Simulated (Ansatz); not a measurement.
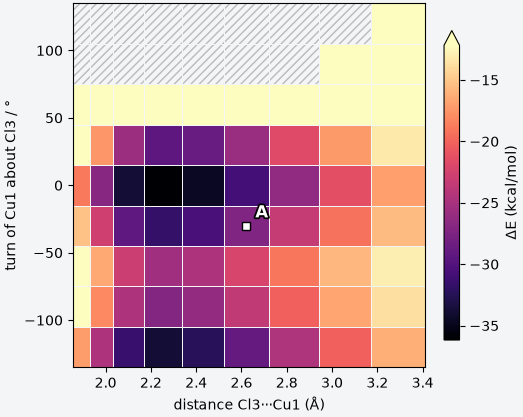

CH₃ClCu, charge +1. The turn is about an axis along (0.90, −0.43, −0.03) in the frame of the relaxed pair, normal to the line between the partners. The first coordinate is: distance Cl3···Cu1; the second: turn of Cu1 about Cl3. The grid has 9 × 9 points. At 15 points there is no value (left out of the scan, as a rule where atoms come close). Energies: kcal/mol, counted from the ion and the molecule far apart, frozen as in the relaxed pair, each in its own basis (no counterpoise correction). Theory: RKS BHLYP-D4/def2-TZVPD in Ansatz 0.2.0.

The picture shows one coloured cell a grid point, one colour for all values above the top of the scale, hatched blanks where no value was computed, the point A.

### Is A at rest? If not, where is it pushed?

A, at distance Cl3···Cu1 = 2.618 Å, turn of Cu1 about Cl3 = −30°, is not a stationary point. The computed force is 18 kcal/mol for each Å towards smaller values of distance Cl3···Cu1 and 0.2 kcal/mol for each degree towards larger values of turn of Cu1 about Cl3.
